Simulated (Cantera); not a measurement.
Charge: 1 mol Ta₂O₅, 14 mol CO, 0.19 mol H₂, held at 1200 Pa.

Method: chemical equilibrium by Gibbs-energy minimisation in Cantera with the NASA 1993 tables (ideal gas, pure condensed phases). Candidate condensed phases: C, C₆H₆, C₇H₈, C₈H₁₈, H₂O, Ta, TaC, Ta₂O₅; 113 gas species. Mutual solubility and eutectic melting of coexisting phases are not modelled. TaC: taken at fixed stoichiometry. Condensed phases not in the tables: Ta₂C. The numbers say what is thermodynamically allowed, not how fast it happens.

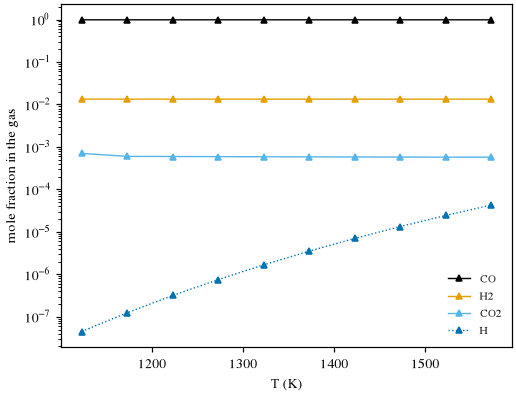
Equilibrium gas composition (values under 1e-9 drawn at 1e-9)

At 1123 K the condensed part is C(graphite) + Ta₂O₅(s). From 1173 K to 1573 K the condensed part is TaC(s) + Ta₂O₅(s).
